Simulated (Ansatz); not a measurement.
**ClH₂NOSi: density, localisation and related maps**

Input file:

```
crystal:
  periodic: [false, false, false]
  atoms:
    - {symbol: Cl, position_ang: [-0.846072, -0.496436, 0.173480]}
    - {symbol: N, position_ang: [-2.198269, 1.581279, 1.857791]}
    - {symbol: O, position_ang: [-1.928708, 2.298616, -0.926241]}
    - {symbol: Si, position_ang: [-1.737703, 1.349117, 0.255381]}
    - {symbol: H, position_ang: [-2.038654, 0.903524, 2.594908]}
    - {symbol: H, position_ang: [-2.666162, 2.429823, 2.160056]}
basis:
  gaussian:
    orbitals: def2-TZVPD
hamiltonian:
  xc: pbe0
output:
  forces: true
  orbitals: {seedname: orbitals}
```

Run with:

```sh
ansatz run input.yaml --threads 1 --pin off --max-ram 2610MiB --events-out events.jsonl --progress --plain --runs-dir runs
```

Geometry: B3LYP-D3(BJ)/def2-SVP.

Method: Ansatz 0.2.0, isolated molecule in a Gaussian basis; Kohn-Sham density functional theory, functional PBE0.

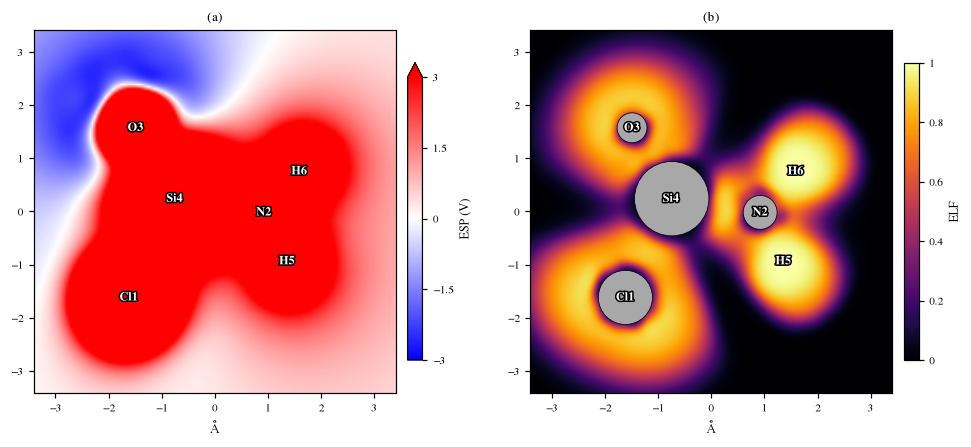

Figure 1. (a) electrostatic potential; (b) electron localisation function on the molecular plane. Grey discs cover the atomic cores in the ELF map.

Question: Read the bonding off the picture.

Answer: The plane passes through Cl, N, O, Si and H nuclei.
Si–O (1.53 Å): the ELF peaks at about 0.80 between the atoms, as expected for a short, strongly polar bond.
Si–N (1.68 Å): the ELF peaks at about 0.90 between the atoms: a polar covalent bond.
Si–Cl (2.05 Å): the ELF peaks at about 0.85 between the atoms (a shared but strongly polarised pair).
N–H (1.01 Å): the ELF climbs to about 1 towards the hydrogen, as it does in any bond to H (an ordinary covalent bond to hydrogen).
The ELF also peaks beside Cl1 and O3, away from the bonds: lone-pair regions.
Outside the dense part of the molecule the potential is most negative (−2.6 V) near O3.

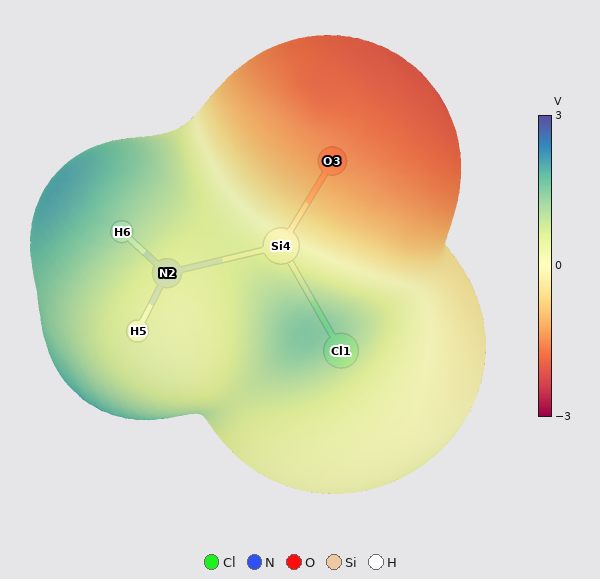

Figure 2. The molecular electrostatic potential painted on the density surface at 0.001 e/bohr³, seen at a tilt; red is negative and blue positive.

Question: Which sites attract a positive test charge, and which a negative one?

Answer: A positive charge is drawn to the negative regions and a negative charge to the positive ones. The most negative region (about −2.0 V) lies over O3, the most positive (about +2.1 V) over H5 and H6. O3 is the likeliest acceptor of a hydrogen bond.

Question: What dipole moment does the calculation give?

Answer: Its dipole moment is 4.78 D.

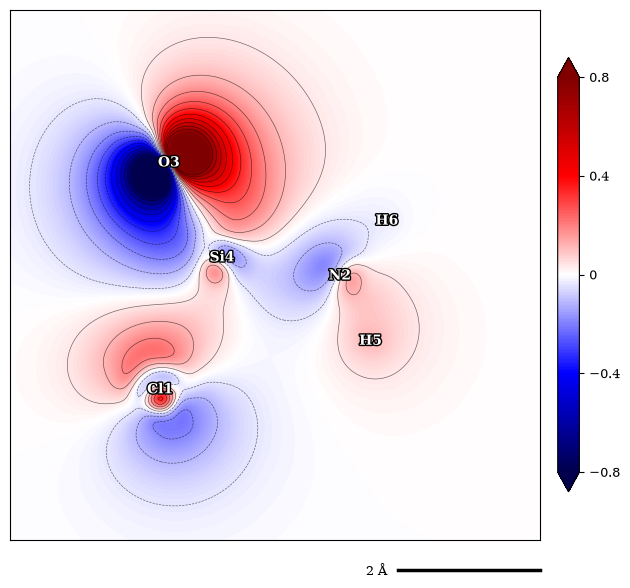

Figure 3. One frontier orbital on the molecular plane (values in Å⁻³ᐟ²; the overall sign is arbitrary).

Question: Which orbital is it: HOMO or LUMO?

Answer: The HOMO, at −8.43 eV. Its weight (Hirshfeld) is mainly on O3 (about 75 %), Si4 (about 15 %) and Cl1 (about 5 %); it is symmetric in the molecular plane (an in-plane orbital: σ, lone-pair or in-plane π type); largely a lone pair of O3.
